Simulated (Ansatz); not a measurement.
# [SiPH4]− (SMILES [SiH2-]P): levels of theory compared

We compute a comparison of 6 runs (B3LYP/STO-3G, SVWN5/STO-3G, wB97M-V/STO-3G, BCCD(T)/STO-3G, CCSDT(Q)/STO-3G, UCCSD(T)/STO-3G) of [SiPH4]−. 

The results are computed with Ansatz 0.2.0.

## Step 1: Starting point

[SiPH4]− has 6 atoms, charge -1, and is taken as a singlet. As SMILES, `[SiH2-]P`. The H5–P2 distance was set to 2.751 Å, away from the relaxed value. At this shape a bond of the SMILES string is far longer than usual.

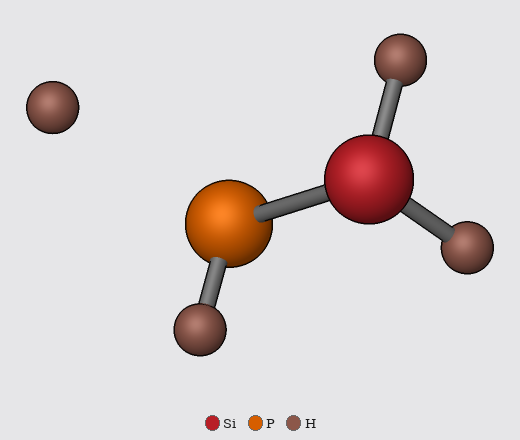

Viewed from a chosen angle; silicon red, phosphorus orange, hydrogen brown.

## Step 2: The energy at B3LYP/STO-3G (run 1)

File input.yaml:

```yaml
crystal:
  periodic: [false, false, false]
  atoms:
    - {symbol: Si, position_ang: [-0.404979, -1.513909, 0.899798]}
    - {symbol: P, position_ang: [-1.117859, 0.577321, 1.165018]}
    - {symbol: H, position_ang: [-1.149719, -2.094649, 2.069278]}
    - {symbol: H, position_ang: [-1.404709, -1.902169, -0.153442]}
    - {symbol: H, position_ang: [0.407400, 1.565440, -0.899820]}
    - {symbol: H, position_ang: [-0.143279, 0.897671, 2.081258]}
basis:
  gaussian:
    orbitals: STO-3G
total_charge: -1
hamiltonian:
  xc: {name: B3LYP}
accuracy: high
```

Command:

```
ansatz run input.yaml --threads 1 --pin off --max-ram 2610MiB --events-out events.jsonl --progress --plain --runs-dir runs
```

Output:

```text
Warning: RAYON_NUM_THREADS=1 ignored (pool sized by the plan → 1); use --threads N
Functional definition: B3LYP
  name "B3LYP"
  parameter a0 = 0.2
  parameter ax = 0.72
  parameter ac = 0.81
  exchange = (1 - a0 - ax)*slater_x + ax*b88_x + a0*exact_x
  correlation = (1 - ac)*vwn_rpa_c + ac*lyp_c
389 factors; integrals over basis functions are off by at most 6.5e-9 eV
mean field evaluation 1: about -17019.7011 eV, gradient 2.3e1 eV
mean field evaluation 2: about -17006.3455 eV, gradient 3.1e1 eV
mean field evaluation 4: about -17025.6962 eV, gradient 4.7e0 eV
mean field evaluation 8: about -17025.6965 eV, gradient 4.7e0 eV
mean field evaluation 16: about -17025.8115 eV, gradient 5.4e-9 eV
mean field -17025.81148876 eV, -625.6870317024 hartree, gradient 2.1e-8 eV, S^2 0.000000; 0 other end points of the search recorded, 0 dependent functions left out
reference -17025.81151962 eV, -625.6870328366 hartree; 17, 17 occupied and 5, 5 virtual orbitals, 389 factors
Total energy: -17025.81151962 eV, -625.6870328366 hartree
```

Wall time 0.97 s (1 thread of AMD EPYC 9R14 (Zen 4), shared host); peak memory 0.12 GiB.

## Step 3: A single-point energy at SVWN5/STO-3G (run 2)

File molecule.yaml:

```yaml
basis:
  gaussian: {orbitals: STO-3G}
crystal:
  periodic: [false, false, false]
  atoms:
    - {symbol: Si, position_ang: [-0.404979, -1.513909, 0.899798]}
    - {symbol: P, position_ang: [-1.117859, 0.577321, 1.165018]}
    - {symbol: H, position_ang: [-1.149719, -2.094649, 2.069278]}
    - {symbol: H, position_ang: [-1.404709, -1.902169, -0.153442]}
    - {symbol: H, position_ang: [0.407400, 1.565440, -0.899820]}
    - {symbol: H, position_ang: [-0.143279, 0.897671, 2.081258]}
accuracy: high
hamiltonian: {xc: {name: SVWN5}}
total_charge: -1
```

Command:

```
ansatz run molecule.yaml --threads 1 --pin off --max-ram 2610MiB --events-out events.jsonl --progress --plain --runs-dir runs
```

Output:

```text
Warning: RAYON_NUM_THREADS=1 ignored (pool sized by the plan → 1); use --threads N
Functional definition: SVWN5
  name "SVWN5"
  exchange = slater_x
  correlation = vwn5_c
389 factors; integrals over basis functions are off by at most 6.5e-9 eV
mean field evaluation 1: about -16949.2686 eV, gradient 2.7e1 eV
mean field evaluation 2: about -16934.5516 eV, gradient 3.7e1 eV
mean field evaluation 4: about -16953.1914 eV, gradient 2.1e1 eV
mean field evaluation 8: about -16953.6565 eV, gradient 1.7e1 eV
mean field evaluation 16: about -16956.7976 eV, gradient 1.9e-8 eV
mean field -16956.79764974 eV, -623.1508198978 hartree, gradient 2.2e-8 eV, S^2 0.000000; 1 other end points of the search recorded, 0 dependent functions left out
reference -16956.79765172 eV, -623.1508199704 hartree; 17, 17 occupied and 5, 5 virtual orbitals, 389 factors
Total energy: -16956.79765172 eV, -623.1508199704 hartree
```

Wall time 0.64 s (1 thread of AMD EPYC 9R14 (Zen 4), shared host); peak memory 0.11 GiB.

Runs 3 to 5 aren't shown in full; the table further down has their settings and results.

## Step 4: A single-point energy at UCCSD(T)/STO-3G (run 6)

Changes to input.yaml since step 2:

```diff
@@ -10,7 +10,7 @@
 basis:
-  gaussian:
-    orbitals: STO-3G
+  gaussian: {orbitals: STO-3G}
 total_charge: -1
-hamiltonian:
-  xc: {name: B3LYP}
+magnetization: {spin_polarized: true, initial_magnetization: 0}
+correlation: {method: ccsd_t, frozen_orbitals: {H: 0, P: 5, Si: 5}}
 accuracy: high
+scf: {omitted_lower_state_checks: [cluster_reference, increment]}
```

Command:

```
ansatz run input.yaml --threads 1 --pin off --max-ram 2610MiB --events-out events.jsonl --progress --plain --runs-dir runs
```

Output:

```text
Warning: RAYON_NUM_THREADS=1 ignored (pool sized by the plan → 1); use --threads N
[... 15 lines left out ...]
10 core orbitals not correlated: weight in the atoms' cores, before any rotation towards them, 1.000 or more for the frozen orbitals, at most 0.000 for the correlated occupied ones
[... 43 lines left out ...]
Total energy: -16995.72711115 eV, -624.5814512171 hartree
Checks for a lower state left out: cluster_reference, increment
```

Wall time 0.44 s (1 thread of AMD EPYC 9R14 (Zen 4), shared host).

## Step 5: Overview of the runs

| run | level | frozen core orbitals | energy (Eh) | wall time |
| --- | --- | --- | --- | --- |
| 1 | B3LYP/STO-3G | – | -625.687033 | 0.97 s |
| 2 | SVWN5/STO-3G | – | -623.150820 | 0.64 s |
| 3 | wB97M-V/STO-3G | – | -625.687647 | 11 s |
| 4 | BCCD(T)/STO-3G | 10 | -624.583413 | 0.22 s |
| 5 | CCSDT(Q)/STO-3G | 10 | -624.583904 | 0.4 s |
| 6 | UCCSD(T)/STO-3G | 10 | -624.581451 | 0.44 s |

## Step 6: Results

| quantity | value |
| --- | --- |
| run 6: total energy | -624.58145 Eh |
| run 6: correlation energy (10 core orbitals frozen) | -85.3 mEh |
| run 6: (T) correction | -1.41 mEh |
| run 6: ⟨S²⟩ of the reference determinant | 0.954 |
| run 6: T1 diagnostic | 0.043 |

**Reading.** Totals of different functionals can't be ranked against each other. In runs 4, 5 the log says that unrestricted orbitals would lower the reference, so the values rest on an unstable closed-shell determinant (other closed-shell runs at this shape may share the fault). In runs 1, 2, 3, 4, 5, 6 the basis is minimal, so the values are rough. Spin contamination of the reference: run 6 ⟨S²⟩ = 0.95. Where it is this large, the reference is a mixture of spin states, and values that rest on it are in doubt. All runs together took 13 s, the longest 11 s.
